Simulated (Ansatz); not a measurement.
**C₂H₃Ge (SMILES C#[C][GeH2-]) (charge −1): density, localisation and related maps**

```json
{"atom": "C", "x (Å)": "-0.6729", "y (Å)": "-0.0901", "z (Å)": "0.1447"}
{"atom": "C", "x (Å)": "-1.6475", "y (Å)": "-0.5542", "z (Å)": "-0.4426"}
{"atom": "Ge", "x (Å)": "0.7207", "y (Å)": "0.8752", "z (Å)": "1.2244"}
{"atom": "H", "x (Å)": "-2.4825", "y (Å)": "-0.9766", "z (Å)": "-0.9656"}
{"atom": "H", "x (Å)": "1.3728", "y (Å)": "-0.4798", "z (Å)": "1.8077"}
{"atom": "H", "x (Å)": "1.7768", "y (Å)": "0.9503", "z (Å)": "0.0076"}
```

Geometry: B3LYP-D3(BJ)/def2-SVPD.

All numbers below come from Ansatz 0.2.0, isolated molecule in a Gaussian basis; Kohn-Sham density functional theory, functional PBE0.

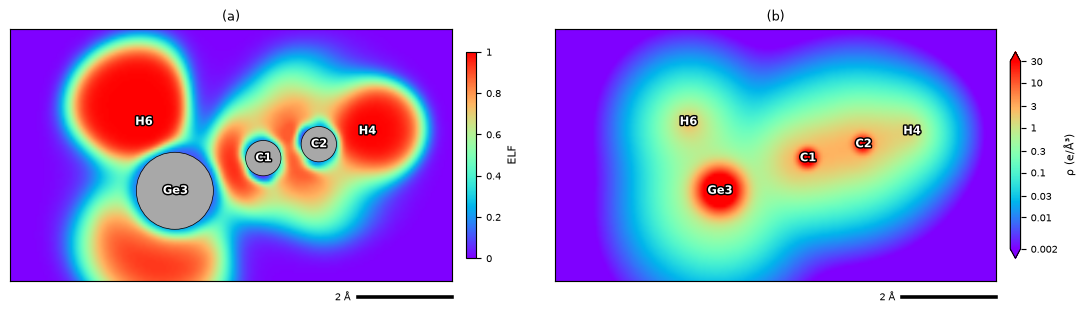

Figure 1. (a) ELF; (b) electron density on the plane of atoms C1, Ge3 and H6. Grey discs cover the atomic cores in the ELF map.

Q: Read the bonding off the picture.

A: The section cuts through C, Ge and H sites. C–C (1.23 Å): ρ is about 2.7 e/Å³ halfway; the ELF peaks at about 0.85 between the atoms (a multiple bond). C–Ge (2.01 Å): ρ at the midpoint is about 0.71 e/Å³; the ELF peaks at about 0.95 in the valence shell of C, 0.7 Å from its nucleus, and is about 0.60 at the midpoint. C–H (1.07 Å): ρ is about 2 e/Å³ halfway; the ELF climbs to about 1 towards the hydrogen, as it does in any bond to H; a covalent bond by its length. Ge–H (1.61 Å): ρ at the midpoint is about 0.86 e/Å³; the ELF climbs to about 1 towards the hydrogen.

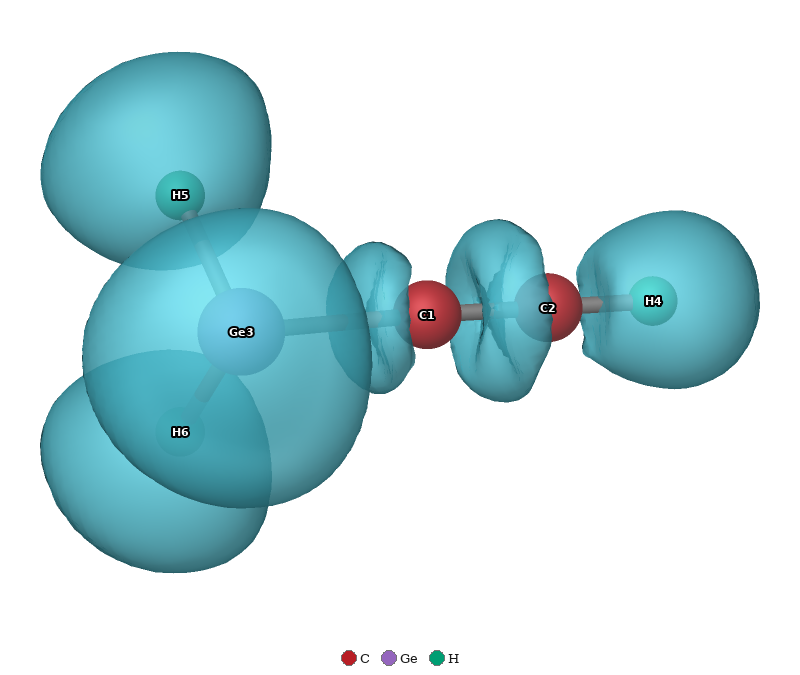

Figure 2. Isosurface of the electron localisation function at 0.8 (cyan), seen at a tilt. Core shells and regions of very low density are left out.

Q: Where are the electrons localised?

A: The ELF exceeds this value in one region between bonded C–C atoms (shared pairs), three regions around hydrogen nuclei, one lobe of the valence shell of C pointing towards Ge (polar bonds) and one lobe on Ge, pointing away from the bonds (lone pairs).

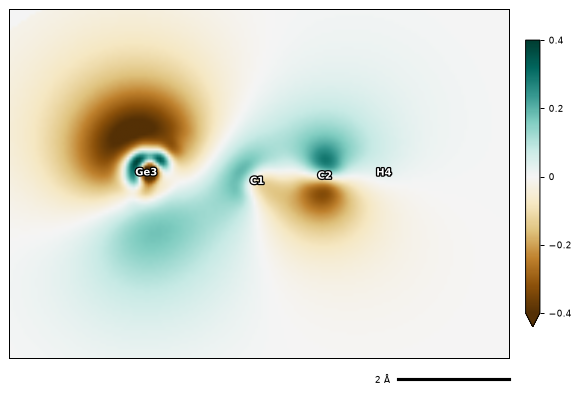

Figure 3. The HOMO on the plane of atoms C2, C1 and Ge3 (values in Å⁻³ᐟ²; the overall sign is arbitrary).

Q: Where does this orbital lie, and at what energy?

A: Its weight (Hirshfeld) is mainly on Ge3 (about 70 %), H5 (about 10 %), H6 (about 10 %) and C2 (about 5 %). Its energy is −0.51 eV.
